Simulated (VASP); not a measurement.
Energy against volume of Li2S (antifluorite). These are optB88-vdW, VASP's PBE PAW potentials (set 64) (plane waves; VASP) values and carry that method's errors.

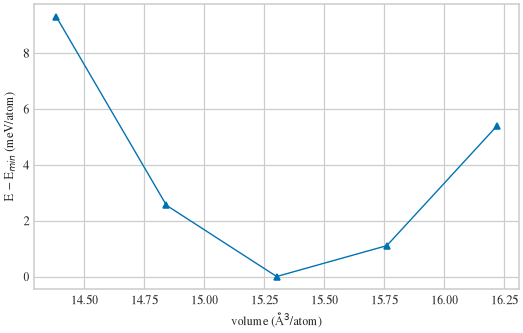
*Energy against volume*

Problem. Estimate the equilibrium volume and the bulk modulus.

Solution. The minimum lies near 15.4 Å³/atom, and the curvature gives B0 of about 42 GPa.

Measured: a 5.716 Å at 293 K (computed value off by -0.4 %), as given by F. Kubel et al., Zeitschrift für Kristallographie - New Crystal Structures (1999), doi:10.1515/ncrs-1999-0303. The calculation is for a static lattice, while the measured a holds thermal and zero-point effects, which are part of the difference.

The compound is Li2S in the antifluorite structure. It was relaxed first.
